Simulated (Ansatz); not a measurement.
**AlSiH (triplet): correlated methods under varied settings at angle Al2–Si1–H3 = 72.1°**

Aim: run AlSiH (triplet) at one geometry under a spread of methods and options, and see what each costs and gives.

Computed with Ansatz 0.2.0, Gaussian basis. Level: the settings change from run to run.

11 further runs of the same task are left out: 1 for a mislabelled method, 10 that didn't finish.

## Step 1: What is computed

The geometry derives from a PBE0/def2-TZVP stationary point (not a proven minimum). One angle is set to the value named; bond lengths are kept.

3 atoms, charge 0, spin multiplicity 3.

Atoms are counted from 1 here; the program's logs count them from 0.

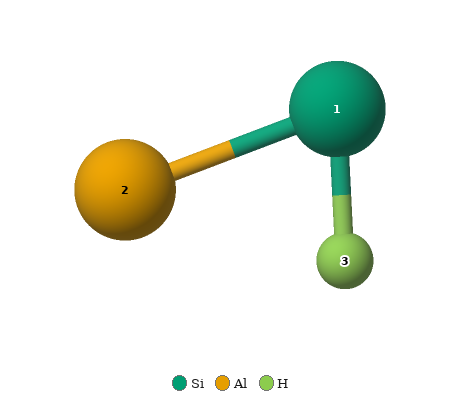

The geometry (silicon teal, aluminium amber, hydrogen green); atoms are numbered from 1 in the order of the file.

## Step 2: MRCISD+Q(relaxed)(4,4)/6-31G

in.yaml reads:

```yaml
crystal:
  periodic: [false, false, false]
  atoms:
    - {symbol: Si, position_ang: [0.000000, 0.110543, 1.154064]}
    - {symbol: Al, position_ang: [0.000000, -0.173434, -1.219422]}
    - {symbol: H, position_ang: [0.000000, 1.562450, 0.485562]}
basis:
  gaussian: {orbitals: 6-31G}
magnetization: {spin_polarized: false, initial_magnetization: 2}
correlation: {method: fic_mrcisd_q_relaxed, electrons: outside_noble_gas, active_space: {window: {electrons: 4, orbitals: 4}}}
accuracy: high
```

The run is started by

```bash
$ ansatz run in.yaml --threads 1 --pin off --events-out ev --progress --plain --max-ram 2393MiB
```

What it wrote (excerpt; [...] marks lines left out):

```text
Functional definition: HF
  name "HF"
  cite "Fock, Z. Phys. 61, 126 (1930) doi:10.1007/BF01340294"
  parent pbe
[...]
592 factors; integrals over basis functions are off by at most 3.1e-9 eV
[...]
mean field -14456.96784223 eV, -531.2837689172 hartree, gradient 7.9e-8 eV, S^2 2.000000; 2 other end points of the search recorded, 0 dependent functions left out
reference -14456.96784223 eV, -531.2837689172 hartree; 15, 13 occupied and 13, 15 virtual orbitals, 592 factors
state -14457.44381556 eV, -531.3012606145 hartree
contracted CI cycle   1: correlation 0.00000000 eV, 0.0000000000 hartree, residual 7.21e0 eV
contracted CI cycle   2: correlation -1.85206151 eV, -0.0680620052 hartree, residual 2.00e0 eV
contracted CI cycle   3: correlation -2.02395735 eV, -0.0743790608 hartree, residual 7.00e-1 eV
contracted CI cycle   4: correlation -2.04509657 eV, -0.0751559128 hartree, residual 3.47e-1 eV
contracted CI cycle   5: correlation -2.04995052 eV, -0.0753342921 hartree, residual 1.79e-1 eV
contracted CI cycle   6: correlation -2.05134169 eV, -0.0753854168 hartree, residual 9.49e-2 eV
contracted CI cycle   7: correlation -2.05167913 eV, -0.0753978174 hartree, residual 4.68e-2 eV
contracted CI cycle   8: correlation -2.05175681 eV, -0.0754006722 hartree, residual 2.03e-2 eV
contracted CI cycle   9: correlation -2.05177155 eV, -0.0754012138 hartree, residual 9.66e-3 eV
[...]
contracted CI cycle   3: correlation -2.07967798 eV, -0.0764267560 hartree, residual 7.47e-1 eV
contracted CI cycle   4: correlation -2.10277358 eV, -0.0772755039 hartree, residual 2.42e-1 eV
contracted CI cycle   5: correlation -2.10525237 eV, -0.0773665977 hartree, residual 9.47e-2 eV
contracted CI cycle   6: correlation -2.10562777 eV, -0.0773803934 hartree, residual 3.97e-2 eV
contracted CI cycle   7: correlation -2.10569597 eV, -0.0773828995 hartree, residual 1.54e-2 eV
contracted CI cycle   8: correlation -2.10570688 eV, -0.0773833006 hartree, residual 5.86e-3 eV
contracted CI cycle   9: correlation -2.10570837 eV, -0.0773833553 hartree, residual 2.17e-3 eV
contracted CI cycle  10: correlation -2.10570859 eV, -0.0773833635 hartree, residual 8.64e-4 eV
contracted CI cycle  11: correlation -2.10570863 eV, -0.0773833649 hartree, residual 3.48e-4 eV
contracted CI cycle  12: correlation -2.10570864 eV, -0.0773833651 hartree, residual 1.35e-4 eV
contracted CI cycle  13: correlation -2.10570864 eV, -0.0773833651 hartree, residual 4.63e-5 eV
contracted CI cycle  14: correlation -2.10570864 eV, -0.0773833651 hartree, residual 1.60e-5 eV
contracted CI cycle  15: correlation -2.10570864 eV, -0.0773833651 hartree, residual 6.17e-6 eV
contracted CI cycle  16: correlation -2.10570864 eV, -0.0773833651 hartree, residual 2.57e-6 eV
contracted CI cycle  17: correlation -2.10570864 eV, -0.0773833651 hartree, residual 1.23e-6 eV
state -14457.39801444 eV, -531.2995774544 hartree; corrected -14459.69408796 eV, -531.3839566000 hartree
state -14457.44381556 eV, -531.3012606145 hartree; corrected -14459.73432701 eV, -531.3854353577 hartree
Total energy: -14459.73432701 eV, -531.3854353577 hartree
```

Wall time 2.1 s (1 thread of Arm Neoverse V1, shared host).

From the report: 18 determinants; active occupations 1.97, 1.00, 1.00, 0.03.

## Step 3: HF/6-31G

in.yaml: that of step 2 with these lines changed.

```diff
@@ -9,3 +9,4 @@
 magnetization: {spin_polarized: false, initial_magnetization: 2}
-correlation: {method: fic_mrcisd_q_relaxed, electrons: outside_noble_gas, active_space: {window: {electrons: 4, orbitals: 4}}}
-accuracy: high
+hamiltonian: {xc: hf}
+scf: {lower_state_search: off}
+output: {forces: true, orbitals: {seedname: orbitals}}
```

Same command.

What it wrote (excerpt; [...] marks lines left out):

```text
Functional definition: HF
  name "HF"
  cite "Fock, Z. Phys. 61, 126 (1930) doi:10.1007/BF01340294"
  parent pbe
[...]
310 factors; integrals over basis functions are off by at most 2.1e-4 eV
[...]
mean field -14456.96777230 eV, -531.2837663475 hartree, gradient 3.0e-6 eV, S^2 2.000000; 0 other end points of the search recorded, 0 dependent functions left out
[...]
reference -14456.96777230 eV, -531.2837663475 hartree; 15, 13 occupied and 13, 15 virtual orbitals, 310 factors
Total energy: -14456.96777230 eV, -531.2837663475 hartree
Atom 0 at     0.000000     0.110543     1.154064 Å, force    -0.000000     0.339891     1.108089 eV/Å
Atom 1 at     0.000000    -0.173434    -1.219422 Å, force    -0.000000    -0.219461    -1.273264 eV/Å
Atom 2 at     0.000000     1.562450     0.485562 Å, force     0.000000    -0.120430     0.165175 eV/Å
Dipole moment:    -0.000000    -0.153366    -0.408011 e Å
Checks for a lower state left out: stability, starts, cluster_reference, orbital_swaps, neighbouring_geometries, increment
```

It took 0.27 s on 1 thread of Arm Neoverse V1, shared host.

## Step 4: CCSD(T) on UHF/6-31G

in.yaml reads:

```yaml
crystal:
  periodic: [false, false, false]
  atoms:
    - {symbol: Si, position_ang: [0.000000, 0.110543, 1.154064]}
    - {symbol: Al, position_ang: [0.000000, -0.173434, -1.219422]}
    - {symbol: H, position_ang: [0.000000, 1.562450, 0.485562]}
basis:
  gaussian: {orbitals: 6-31G}
magnetization: {spin_polarized: true, initial_magnetization: 2}
correlation: {method: ccsd_t, electrons: all}
output: {forces: true}
```

Same command.

What it wrote (excerpt; [...] marks lines left out):

```text
Functional definition: HF
  name "HF"
  cite "Fock, Z. Phys. 61, 126 (1930) doi:10.1007/BF01340294"
  parent pbe
[...]
310 factors; integrals over basis functions are off by at most 2.1e-4 eV
[...]
mean field -14457.12500738 eV, -531.2895446300 hartree, gradient 1.6e-6 eV, S^2 2.036521; 4 other end points of the search recorded, 0 dependent functions left out
determinant -14457.12500738 eV, -531.2895446300 hartree, with singles and doubles -14459.77174924 eV, -531.3868105992 hartree
determinant -14454.92897483 eV, -531.2088419221 hartree, with singles and doubles -14457.27053239 eV, -531.2948925756 hartree
determinant -14454.82152656 eV, -531.2048932710 hartree, with singles and doubles -14457.38498111 eV, -531.2990984885 hartree
reference -14457.12500738 eV, -531.2895446300 hartree; 15, 13 occupied and 13, 15 virtual orbitals, 310 factors
second order -1.91524817 eV of doubles, -0.00000000 eV of singles
cycle   1  -2.64577230 eV  change    9.7e-4 eV  update   1.7e-3
[...]
cycle  11  -2.64568866 eV  change   -2.0e-7 eV  update   2.8e-7
perturbative correction -0.07807577 eV, -0.0028692315 hartree
[...]
Total energy: -14459.84877181 eV, -531.3896411266 hartree
Atom 0 at     0.000000     0.110543     1.154064 Å, force     0.000000    -0.055623     1.131289 eV/Å
Atom 1 at     0.000000    -0.173434    -1.219422 Å, force     0.000000    -0.148070    -1.070232 eV/Å
Atom 2 at     0.000000     1.562450     0.485562 Å, force    -0.000000     0.203693    -0.061057 eV/Å
Dipole moment:    -0.000000    -0.105843    -0.369794 e Å
```

It took 3.6 s on 1 thread of Arm Neoverse V1, shared host.

From the report: ⟨S²⟩ of the determinant 2.037 (pure triplet: 2.00); correlation -2.7238 eV; T1 0.020; largest double amplitude 0.10.

## Step 5: CCSDT(Q)/B on ROHF/6-31G

in.yaml: that of step 4 with these lines changed.

```diff
@@ -8,4 +8,4 @@
   gaussian: {orbitals: 6-31G}
-magnetization: {spin_polarized: true, initial_magnetization: 2}
-correlation: {method: ccsd_t, electrons: all}
+magnetization: {spin_polarized: false, initial_magnetization: 2}
+correlation: {method: ccsdt_q_b, electrons: outside_noble_gas}
 output: {forces: true}
```

Launched as before.

What it wrote (excerpt; [...] marks lines left out):

```text
Functional definition: HF
  name "HF"
  cite "Fock, Z. Phys. 61, 126 (1930) doi:10.1007/BF01340294"
  parent pbe
[...]
564 factors; integrals over basis functions are off by at most 1.2e-7 eV
[...]
mean field -14456.96784221 eV, -531.2837689164 hartree, gradient 1.7e-6 eV, S^2 2.000000; 7 other end points of the search recorded, 0 dependent functions left out
[...]
determinant -14456.96784221 eV, -531.2837689164 hartree, with singles and doubles -14459.58850509 eV, -531.3800765010 hartree
determinant -14454.86935388 eV, -531.2066508929 hartree, with singles and doubles -14457.08782255 eV, -531.2881781127 hartree
determinant -14454.68419495 eV, -531.1998464277 hartree, with singles and doubles -14457.22724980 eV, -531.2933019697 hartree
determinant -14454.64328000 eV, -531.1983428309 hartree, with singles and doubles -14457.27345923 eV, -531.2950001347 hartree
[...]
10 core orbitals not correlated: weight in the atoms' cores, before any rotation towards them, 1.000 or more for the frozen orbitals, at most 0.000 for the correlated occupied ones
reference -14456.96784221 eV, -531.2837689164 hartree; 5, 3 occupied and 13, 15 virtual orbitals, 564 factors
second order -1.82044699 eV of doubles, -0.07647033 eV of singles
cycle   1  -2.32572477 eV  change   -4.3e-1 eV  update   9.2e-2
[...]
cycle  18  -2.71893607 eV  change   -9.1e-7 eV  update   5.4e-7
perturbative correction -0.00590423 eV, -0.0002169764 hartree
[...]
Total energy: -14459.69268251 eV, -531.3839049506 hartree
Atom 0 at     0.000000     0.110543     1.154064 Å, force     0.000000    -0.063919     1.145612 eV/Å
Atom 1 at     0.000000    -0.173434    -1.219422 Å, force    -0.000000    -0.149544    -1.080467 eV/Å
Atom 2 at     0.000000     1.562450     0.485562 Å, force    -0.000000     0.213463    -0.065146 eV/Å
Dipole moment:    -0.000000    -0.104404    -0.360823 e Å
```

It took 11 s on 1 thread of Arm Neoverse V1, shared host.

From the report: correlation -2.7248 eV; T1 0.045; largest double amplitude 0.11.

## Step 6: CCSDT(Q) on ROHF/cc-pVDZ

in.yaml: that of step 5 with these lines changed.

```diff
@@ -7,5 +7,6 @@
 basis:
-  gaussian: {orbitals: 6-31G}
+  gaussian: {orbitals: cc-pVDZ}
 magnetization: {spin_polarized: false, initial_magnetization: 2}
-correlation: {method: ccsdt_q_b, electrons: outside_noble_gas}
+hamiltonian: {pseudopotentials: {relativity: none}}
+correlation: {method: ccsdt_q, electrons: outside_noble_gas}
 output: {forces: true}
```

Launched as before.

What it wrote (excerpt; [...] marks lines left out):

```text
Functional definition: HF
  name "HF"
  cite "Fock, Z. Phys. 61, 126 (1930) doi:10.1007/BF01340294"
  parent pbe
[...]
780 factors; integrals over basis functions are off by at most 1.8e-7 eV
[...]
mean field -14458.72838598 eV, -531.3484677066 hartree, gradient 2.5e-6 eV, S^2 2.000000; 7 other end points of the search recorded, 0 dependent functions left out
[...]
determinant -14458.72838598 eV, -531.3484677066 hartree, with singles and doubles -14463.07908455 eV, -531.5083529301 hartree
determinant -14456.65308038 eV, -531.2722016325 hartree, with singles and doubles -14460.65972858 eV, -531.4194432381 hartree
determinant -14456.33864973 eV, -531.2606465192 hartree, with singles and doubles -14460.79950954 eV, -531.4245800936 hartree
determinant -14456.29779009 eV, -531.2591449553 hartree, with singles and doubles -14460.70001258 eV, -531.4209236477 hartree
[...]
10 core orbitals not correlated: weight in the atoms' cores, before any rotation towards them, 1.000 or more for the frozen orbitals, at most 0.000 for the correlated occupied ones
reference -14458.72838598 eV, -531.3484677066 hartree; 5, 3 occupied and 26, 28 virtual orbitals, 780 factors
second order -3.38841540 eV of doubles, -0.09307106 eV of singles
cycle   1  -4.07648596 eV  change   -5.9e-1 eV  update   9.4e-2
[...]
cycle  19  -4.57678466 eV  change   -5.4e-7 eV  update   2.9e-7
perturbative correction -0.01204173 eV, -0.0004425253 hartree
[...]
Total energy: -14463.31721237 eV, -531.5171039660 hartree
Atom 0 at     0.000000     0.110543     1.154064 Å, force    -0.000000     0.290944     0.523232 eV/Å
Atom 1 at     0.000000    -0.173434    -1.219422 Å, force     0.000000     0.055487    -0.495182 eV/Å
Atom 2 at     0.000000     1.562450     0.485562 Å, force     0.000000    -0.346431    -0.028050 eV/Å
Dipole moment:    -0.000000    -0.082563    -0.287004 e Å
```

Wall time 52 s (1 thread of Arm Neoverse V1, shared host); peak memory 0.64 GiB.

From the report: correlation -4.5888 eV; T1 0.035; largest double amplitude 0.10.

## Step 7: All runs side by side

Where basis and cores are those of an earlier FCI/6-31G run (-14459.6941 eV), and the state is the same kind, the miss against it is given.

```csv
level,correlated,functions,energy (eV),from FCI (meV),time
"MRCISD+Q(relaxed)(4,4)/6-31G",outside noble gas,28,-14459.7343,-40.2,2.1 s
HF/6-31G,,28,-14456.9678,2726.4,0.27 s
CCSD(T) on UHF/6-31G,all,28,-14459.8488,,3.6 s
CCSDT(Q)/B on ROHF/6-31G,outside noble gas,28,-14459.6927,1.5,11 s
CCSDT(Q) on ROHF/cc-pVDZ,outside noble gas,41,-14463.3172,,52 s
```

## Step 8: Outcome

| quantity | value |
| --- | --- |
| runs | 5 |
| quickest | HF/6-31G, 0.27 s |
| slowest | CCSDT(Q) on ROHF/cc-pVDZ, 52 s |

What this shows: Total energies in different bases, with other cores or another treatment of relativity can't be set against each other. CCSDT(Q) on ROHF/cc-pVDZ took 193 times as long as HF/6-31G; the jobs differ in more than the method. Among the correlated runs with a miss given, it spans -40 to +1 meV. Hartree-Fock, CASSCF and CASCI lack dynamic correlation by design.
